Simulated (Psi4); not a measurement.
# r2SCAN/cc-pCVTZ (density fitting, sweep point 4) run of BCl3 (boron trichloride)

Aim: the vertical ionisation energy of BCl3 (boron trichloride) at r2SCAN/cc-pCVTZ (density fitting, sweep point 4), from 2 runs. 

The calculation is run with Psi4 1.11.

## (1) The molecule

BCl3: 4 atoms, total charge 0, spin state singlet. As SMILES, `ClB(Cl)Cl`. Geometry: relaxed at PBE0-D4/def2-TZVP.

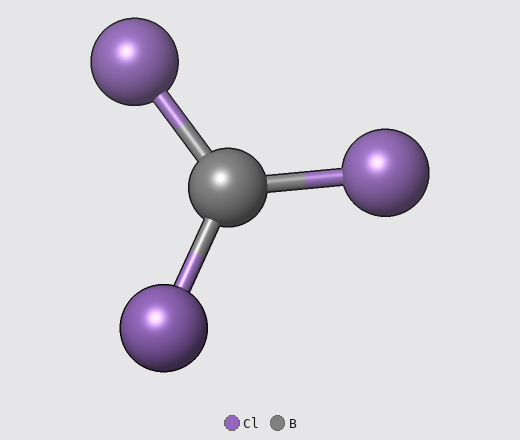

The structure, seen from a chosen angle (chlorine purple, boron grey).

## (2) A single-point energy at r2SCAN/cc-pCVTZ (density fitting, sweep point 4)

The input, job.in:

```
memory 1.6 GB

molecule {
  Cl    -0.48739816     0.97593016     3.09601390
  B      0.00000000     0.00000000    -0.00001890
  Cl     1.78014091    -2.68919366    -0.61227126
  Cl    -1.29276164     1.71324460    -2.48370484
  units bohr
  symmetry c1
}

set basis cc-pCVTZ
set puream true
set scf_type df
set dft_radial_points 99
set dft_spherical_points 590

e = energy('r2scan')
```

On the command line:

```sh
$ psi4 -i job.in -o job.out -n 1
```

job.out:

```text
[...]
  Running in c1 symmetry.
[...]
  Nuclear repulsion =  230.173161837595160
[...]
  Multiplicity = 1
[...]
  Nalpha       = 28
  Nbeta        = 28
[...]
    Number of basis functions: 220
[...]
   @DF-RKS iter   1: -1405.43614733821960    8.54067e-02   2.71021e-03 DIIS/ADIIS
[...]
   @DF-RKS iter   7: -1405.54461148805990   -2.18541e-07   1.76011e-07 DIIS
[...]
    Orbital Energies [Eh]
    ---------------------
    Doubly Occupied:
       1A   -101.212387     2A   -101.212387     3A   -101.212385
       4A     -9.391025     5A     -9.391024     6A     -9.391022
       7A     -7.132204     8A     -7.132202     9A     -7.132201
      10A     -7.127862    11A     -7.127861    12A     -7.127859
      13A     -7.125802    14A     -7.125800    15A     -7.125798
      16A     -6.775715    17A     -0.859986    18A     -0.810426
      19A     -0.810421    20A     -0.504240    21A     -0.432906
      22A     -0.432903    23A     -0.387233    24A     -0.327912
      25A     -0.327910    26A     -0.324892    27A     -0.324889
      28A     -0.294249
[...]
  @DF-RKS Final Energy: -1405.54461148805990
   => Energetics <=
    Nuclear Repulsion Energy =            230.1731618375951598
    One-Electron Energy =               -2398.0032970489228319
    Two-Electron Energy =                 851.0681374351505610
    DFT Exchange-Correlation Energy =     -88.7826137118830019
    Empirical Dispersion Energy =           0.0000000000000000
    VV10 Nonlocal Energy =                  0.0000000000000000
    Total Energy =                      -1405.5446114880598998
[...]
 Multipole Moments:
 ------------------------------------------------------------------------------------
     Multipole            Electronic (a.u.)      Nuclear  (a.u.)        Total (a.u.)
 ------------------------------------------------------------------------------------
 L = 1.  Multiply by 2.5417464519 to convert [e a0] to [Debye]
 Dipole X            :         -0.0000188           -0.0000020           -0.0000208
 Dipole Y            :          0.0000328           -0.0000020            0.0000308
 Dipole Z            :         -0.0000642            0.0000100           -0.0000542
 Magnitude           :                                                    0.0000657
[...]
```

It took 18 s on 1 thread of Intel Xeon 6975P-C (Granite Rapids), shared host; peak memory 1.1 GiB.

## (3) The doublet cation

The input, bcl3.dat:

```
memory 1.6 GB

molecule m {
  1 2
  Cl    -0.48739816     0.97593016     3.09601390
  B      0.00000000     0.00000000    -0.00001890
  Cl     1.78014091    -2.68919366    -0.61227126
  Cl    -1.29276164     1.71324460    -2.48370484
  units bohr
  symmetry c1
}

set {
  basis                cc-pCVTZ
  reference            uks
  puream               true
  scf_type             df
  dft_radial_points    99
  dft_spherical_points 590
  maxiter              100
}

e, wfn = energy('r2scan', return_wfn=True)
print_variables()
```

On the command line:

```sh
$ psi4 -i bcl3.dat -o bcl3.out -n 1
```

bcl3.out:

```text
[...]
  Running in c1 symmetry.
[...]
  Nuclear repulsion =  230.173161837595160
[...]
  Multiplicity = 2
[...]
  Nalpha       = 28
  Nbeta        = 27
[...]
    Number of basis functions: 220
[...]
   @DF-UKS iter   1: -1405.08140320748407    4.40151e-01   2.16892e-03 ADIIS/DIIS
[...]
   @DF-UKS iter  10: -1405.13879727539552   -4.65474e-07   8.81931e-08 DIIS
[...]
   @S^2 Observed:                7.536206752E-01
[...]
    Orbital Energies [Eh]
    ---------------------
    Alpha Occupied:
       1A   -101.478276     2A   -101.478275     3A   -101.478274
       4A     -9.652926     5A     -9.652926     6A     -9.652925
       7A     -7.394535     8A     -7.394534     9A     -7.394531
      10A     -7.392903    11A     -7.392902    12A     -7.392900
      13A     -7.387909    14A     -7.387908    15A     -7.387908
      16A     -7.010643    17A     -1.109602    18A     -1.062721
      19A     -1.062717    20A     -0.742407    21A     -0.674572
      22A     -0.674570    23A     -0.619372    24A     -0.582055
      25A     -0.582053    26A     -0.560411    27A     -0.560409
      28A     -0.555274
    Alpha Virtual:
[...]
  @DF-UKS Final Energy: -1405.13879727539552
   => Energetics <=
    Nuclear Repulsion Energy =            230.1731618375951598
    One-Electron Energy =               -2383.9075407269942843
    Two-Electron Energy =                 837.0081499078078195
    DFT Exchange-Correlation Energy =     -88.4125682938043838
    Empirical Dispersion Energy =           0.0000000000000000
    VV10 Nonlocal Energy =                  0.0000000000000000
    Total Energy =                      -1405.1387972753955182
[...]
 Multipole Moments:
 ------------------------------------------------------------------------------------
     Multipole            Electronic (a.u.)      Nuclear  (a.u.)        Total (a.u.)
 ------------------------------------------------------------------------------------
 L = 1.  Multiply by 2.5417464519 to convert [e a0] to [Debye]
 Dipole X            :         -0.0000042           -0.0000020           -0.0000062
 Dipole Y            :          0.0000137           -0.0000020            0.0000117
 Dipole Z            :         -0.0000261            0.0000100           -0.0000161
 Magnitude           :                                                    0.0000208
[...]
```

Run time: 36 s. Hardware: 1 thread of Intel Xeon 6975P-C (Granite Rapids), shared host; peak memory 1.1 GiB.

## (4) Outcome

Level: r2SCAN/cc-pCVTZ (density fitting, sweep point 4).

```
                                          quantity           value
                        singlet BCl3: total energy  -1405.54461 Eh
                       singlet BCl3: dipole moment          0.00 D
                         singlet BCl3: HOMO energy        -8.01 eV
                         singlet BCl3: LUMO energy        -2.33 eV
                       singlet BCl3: HOMO–LUMO gap         5.67 eV
                      doublet cation: total energy  -1405.13880 Eh
doublet cation: HOMO energy (highest over α and β)       -15.05 eV
 doublet cation: LUMO energy (lowest over α and β)       -14.08 eV
                              doublet cation: ⟨S²⟩           0.754
vertical ionisation energy (to the doublet cation)       11.043 eV
```

The vertical ionisation energy comes to 11.04 eV (1065 kJ/mol). −ε(HOMO) before ionisation, 8.01 eV, is 3.04 eV below this ionisation energy.
